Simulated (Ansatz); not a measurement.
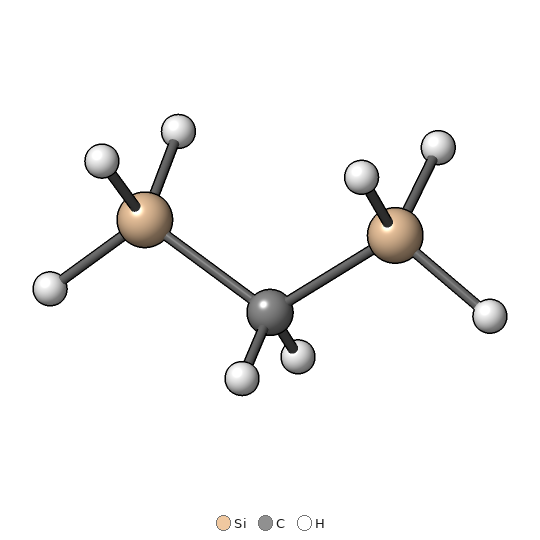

Source: calculation with Ansatz.

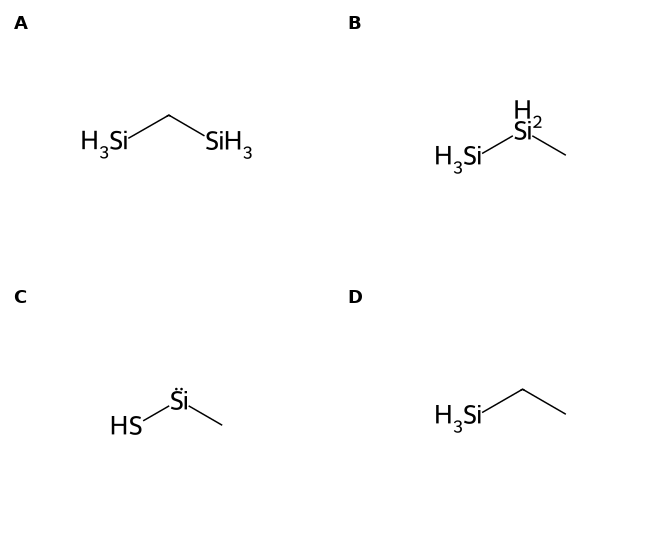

Which structural formula matches the 3D model?

A, `[SiH3]C[SiH3]`.
